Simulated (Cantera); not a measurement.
Input: 1 mol Fe(CO)5, 0.22 mol H2, a varied amount of N2, at 1202 °C and 100000 Pa.

Equilibrium computed with Cantera from the NASA thermochemical tables; the gas is ideal and each condensed phase is pure. Candidate condensed phases: C, C6H6, C7H8, C8H18, Fe, Fe(CO)5, FeO, Fe(OH)2, Fe(OH)3, Fe2O3, Fe3O4, H2O; 140 gas species. Iron dissolves carbon and melts from about 1420 K in contact with it, which pure phases cannot show. Condensed phases not in the tables: cementite and carbon dissolved in iron. The numbers say what is thermodynamically allowed, not how fast it happens.

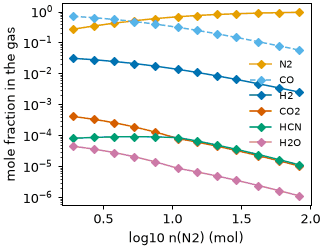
Fig. 1. Equilibrium gas composition (values under 1e-9 drawn at 1e-9)

From 1.9 mol N2 to 7.5 mol N2 the condensed part is C(graphite) + Fe(γ). From 11 mol N2 to 83 mol N2 the condensed part is Fe(γ). The main Fe-bearing gas is Fe throughout.
